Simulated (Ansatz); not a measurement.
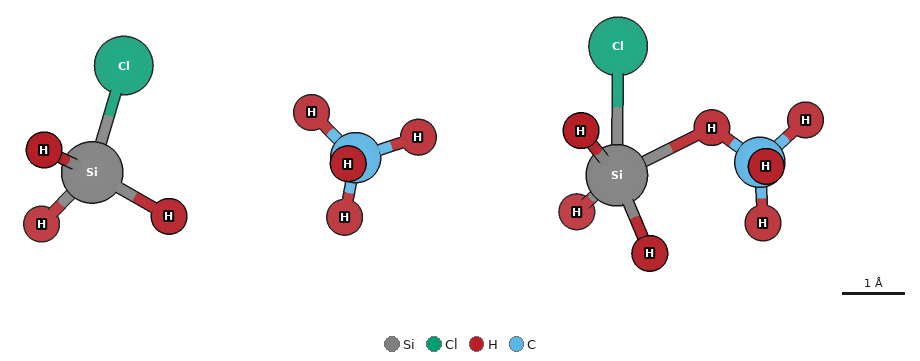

Two geometries of CH₇ClSi (started from a transition state, displaced along its imaginary mode), drawn at one scale. One is the start of a relaxation, the other its converged end. The picture is a ball-and-stick view, seen at a tilt.

The calculation used Ansatz, RKS PBE0-D4/def2-TZVP. Set-up: force threshold 0.005 eV/Å; at most 200 steps.

Q: Which of the two is the end point?

A: The left one is the relaxed one. The largest move after the best rigid fit is that of an H atom, 1.29 Å. Largest moves by element: H 1.29 Å, Si 1.05 Å, C 0.91 Å, Cl 0.67 Å. Some distances before and after: H–Si 1.782 → 3.735 Å, C–Si 2.329 → 4.275 Å, Cl–Si 2.387 → 2.055 Å, C–H 0.998 → 1.090 Å. Bonds break: H–Si (1.78 → 3.73 Å). Bond angles that change, for instance: Cl–Si–H 159.2° → 108.5°, Cl–Si–H 87.3° → 108.4°, Cl–Si–H 88.0° → 108.4°. The energy falls by 256.5 kJ/mol in 16 geometry steps. Largest force component: 4.3 eV/Å at the start, 0.0037 eV/Å at the end. Cost: 28 s on 4 threads of Arm Neoverse V1, on a shared host.
